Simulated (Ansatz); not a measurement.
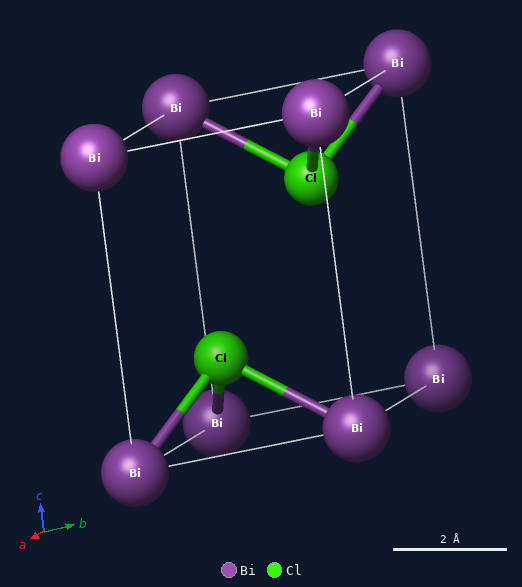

Structure drawing (ball-and-stick), viewed slightly off an axis. The outline marks the simulation cell.

```yaml
crystal:
  lattice:
    - [1.25193, -3.84961, 0.00000]
    - [0.00000, 2.12837, -3.44337]
    - [6.54462, 0.00000, 0.00000]
  atoms:
    - { symbol: Bi, position: [0.00000, 0.00000, 0.00000] }
    - { symbol: Cl, position: [0.50000, 0.75000, 0.75000] }
    - { symbol: Cl, position: [0.50000, 0.25000, 0.25000] }
```

Run with Ansatz 0.2.0, DFT, PAW plane waves, PBE and these settings: 420 eV cutoff, k-grid 10×10×10, Gaussian smearing of 0.11 eV, no spin polarisation.

Q: How charged are the atoms, by the Bader scheme?

A: Bi +1.22 e; Cl -0.61 e.

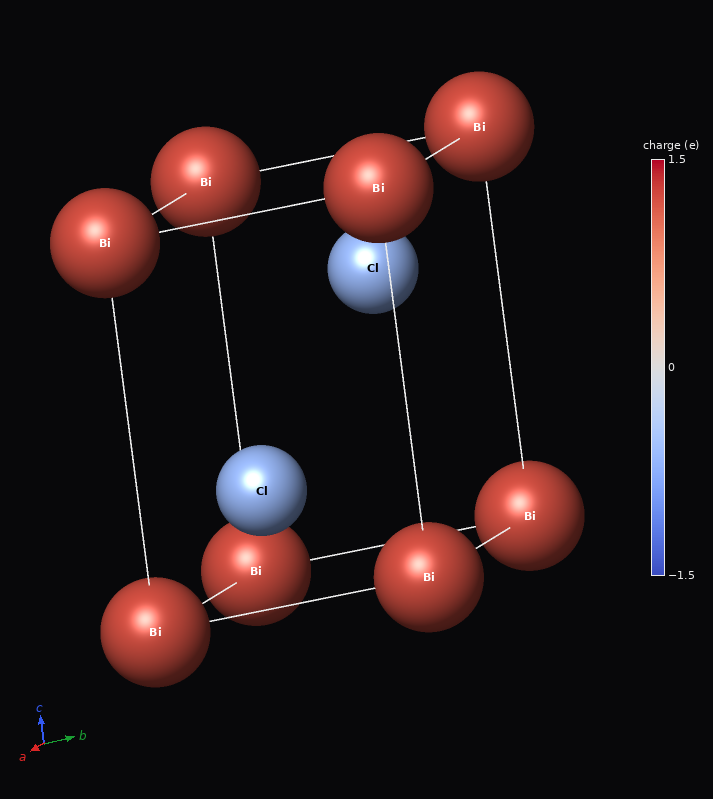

The atoms coloured by those charges.

The structure is a generated cell, made by putting these elements into a known structure type (the compound may or may not exist in this form); no relaxation was done. Ansatz was used for an electronic-structure calculation on it.

At this level of theory the cell isn't at rest (compressed, at 7 GPa), so its distances can differ from those at equilibrium, the more so the softer the solid.
